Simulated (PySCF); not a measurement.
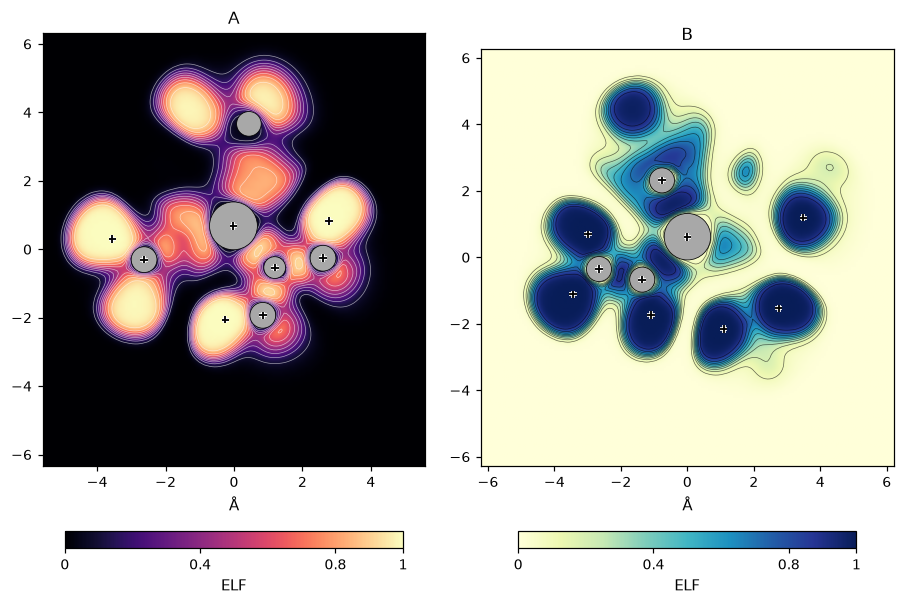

The ELF of 2 systems, each on a plane through atoms (crosses mark nuclei in the plane; grey discs cover the cores).

Theory: PBE0/pcSseg-1, SCF density, gas phase, non-relativistic in PySCF 2.14.0.

System 1: C₁₂H₂₃NSi (Si(vinyl)3(NiPr2)), the plane of atoms C2, C3 and H5. Geometry: PBE0-D3(BJ)/def2-SVP.

| atom | x (Å) | y (Å) | z (Å) |
| --- | --- | --- | --- |
| Si | 0.5797 | 0.7967 | 0.2974 |
| C | 0.2992 | 1.1855 | 2.1131 |
| C | 1.3029 | 1.4301 | 2.9643 |
| H | -0.7239 | 1.2814 | 2.4988 |
| H | 2.3507 | 1.3709 | 2.6486 |
| H | 1.1260 | 1.7014 | 4.0116 |
| C | 2.4136 | 0.5088 | 0.0235 |
| C | 3.2422 | 1.4204 | -0.4996 |
| H | 2.8381 | -0.4539 | 0.3421 |
| H | 2.8739 | 2.3983 | -0.8321 |
| H | 4.3166 | 1.2392 | -0.6196 |
| C | 0.0698 | 2.3155 | -0.6902 |
| C | -0.1331 | 3.5283 | -0.1609 |
| H | -0.0768 | 2.2014 | -1.7739 |
| H | -0.0045 | 3.7115 | 0.9125 |
| H | -0.4350 | 4.3910 | -0.7663 |
| N | -0.2594 | -0.6449 | -0.2203 |
| C | 0.1998 | -1.2786 | -1.4557 |
| C | 0.5361 | -2.7546 | -1.2561 |
| C | -0.7553 | -1.0691 | -2.6311 |
| C | -1.5261 | -1.1182 | 0.3325 |
| C | -1.3488 | -1.7890 | 1.6932 |
| C | -2.5998 | -0.0325 | 0.3591 |
| H | 1.1445 | -0.7737 | -1.7250 |
| H | -0.3566 | -3.3394 | -0.9823 |
| H | 0.9471 | -3.1948 | -2.1780 |
| H | 1.2779 | -2.8734 | -0.4525 |
| H | -1.7279 | -1.5568 | -2.4584 |
| H | -0.9430 | 0.0025 | -2.7953 |
| H | -0.3376 | -1.4925 | -3.5576 |
| H | -1.8960 | -1.8994 | -0.3530 |
| H | -0.9743 | -1.0787 | 2.4451 |
| H | -0.6195 | -2.6088 | 1.6224 |
| H | -2.3017 | -2.2034 | 2.0595 |
| H | -3.5587 | -0.4308 | 0.7258 |
| H | -2.3173 | 0.8045 | 1.0164 |
| H | -2.7572 | 0.3816 | -0.6473 |

System 2: C₆H₂₁N₃OSi₂ ((NMe2)3Si-O-SiH3), the plane of atoms C6, N5 and C7. Geometry: PBE0-D3(BJ)/def2-SVP.

```json
{"atom": "Si", "x (Å)": "-0.1047", "y (Å)": "0.0301", "z (Å)": "0.2209"}
{"atom": "N", "x (Å)": "0.1580", "y (Å)": "0.9461", "z (Å)": "-1.2201"}
{"atom": "C", "x (Å)": "1.4057", "y (Å)": "1.6275", "z (Å)": "-1.4513"}
{"atom": "C", "x (Å)": "-0.8906", "y (Å)": "1.2940", "z (Å)": "-2.1413"}
{"atom": "N", "x (Å)": "-1.6782", "y (Å)": "-0.6680", "z (Å)": "0.2475"}
{"atom": "C", "x (Å)": "-1.9477", "y (Å)": "-1.9217", "z (Å)": "-0.4034"}
{"atom": "C", "x (Å)": "-2.8346", "y (Å)": "-0.0020", "z (Å)": "0.7852"}
{"atom": "N", "x (Å)": "1.1738", "y (Å)": "-1.1209", "z (Å)": "0.3359"}
{"atom": "C", "x (Å)": "1.8564", "y (Å)": "-1.6869", "z (Å)": "-0.7969"}
{"atom": "C", "x (Å)": "1.5023", "y (Å)": "-1.7348", "z (Å)": "1.5971"}
{"atom": "O", "x (Å)": "-0.0477", "y (Å)": "0.9836", "z (Å)": "1.5919"}
{"atom": "Si", "x (Å)": "0.8321", "y (Å)": "2.2482", "z (Å)": "2.1925"}
{"atom": "H", "x (Å)": "2.1654", "y (Å)": "1.2981", "z (Å)": "-0.7256"}
{"atom": "H", "x (Å)": "1.3080", "y (Å)": "2.7282", "z (Å)": "-1.3616"}
{"atom": "H", "x (Å)": "1.8055", "y (Å)": "1.4175", "z (Å)": "-2.4626"}
{"atom": "H", "x (Å)": "-1.1364", "y (Å)": "2.3747", "z (Å)": "-2.1134"}
{"atom": "H", "x (Å)": "-1.8061", "y (Å)": "0.7346", "z (Å)": "-1.9023"}
{"atom": "H", "x (Å)": "-0.6098", "y (Å)": "1.0524", "z (Å)": "-3.1851"}
{"atom": "H", "x (Å)": "-1.0082", "y (Å)": "-2.4035", "z (Å)": "-0.7132"}
{"atom": "H", "x (Å)": "-2.5820", "y (Å)": "-1.8086", "z (Å)": "-1.3065"}
{"atom": "H", "x (Å)": "-2.4704", "y (Å)": "-2.6238", "z (Å)": "0.2748"}
{"atom": "H", "x (Å)": "-3.5619", "y (Å)": "0.2896", "z (Å)": "-0.0002"}
{"atom": "H", "x (Å)": "-3.3738", "y (Å)": "-0.6514", "z (Å)": "1.5015"}
{"atom": "H", "x (Å)": "-2.5328", "y (Å)": "0.9056", "z (Å)": "1.3256"}
{"atom": "H", "x (Å)": "2.9541", "y (Å)": "-1.5567", "z (Å)": "-0.7219"}
{"atom": "H", "x (Å)": "1.5209", "y (Å)": "-1.2015", "z (Å)": "-1.7242"}
{"atom": "H", "x (Å)": "1.6665", "y (Å)": "-2.7749", "z (Å)": "-0.8954"}
{"atom": "H", "x (Å)": "2.5828", "y (Å)": "-1.6460", "z (Å)": "1.8223"}
{"atom": "H", "x (Å)": "1.2515", "y (Å)": "-2.8143", "z (Å)": "1.6150"}
{"atom": "H", "x (Å)": "0.9520", "y (Å)": "-1.2489", "z (Å)": "2.4154"}
{"atom": "H", "x (Å)": "0.5218", "y (Å)": "3.5122", "z (Å)": "1.4558"}
{"atom": "H", "x (Å)": "2.3003", "y (Å)": "1.9821", "z (Å)": "2.0767"}
{"atom": "H", "x (Å)": "0.4834", "y (Å)": "2.4278", "z (Å)": "3.6315"}
```

Which map belongs to which system?

Answer. Panel A is system 2, C₆H₂₁N₃OSi₂: the plane holds Si, N, C and H. C–N (1.44 Å): the ELF peaks at about 0.90 between the atoms, as expected for localised, covalent bonding. Panel B is system 1, C₁₂H₂₃NSi: the plane holds Si, C and H. C–C (1.34 Å): the ELF peaks at about 0.90 between the atoms (a short, multiple covalent bond).
